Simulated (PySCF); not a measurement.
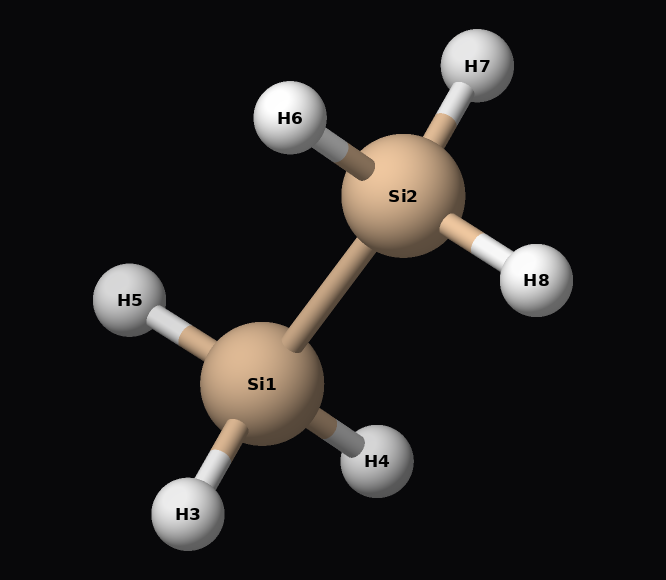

The atoms are numbered. The computed structure is the end point of a PBE0-D3(BJ)/def2-SVP optimisation. No frequency run is at hand to confirm it as a minimum.

Describe the coordination of atom 1.

Answer. Si1 has 4 neighbours (Si2 at 2.35, H3 at 1.50, H4 at 1.50, H5 at 1.50 Å); the arrangement is tetrahedral.
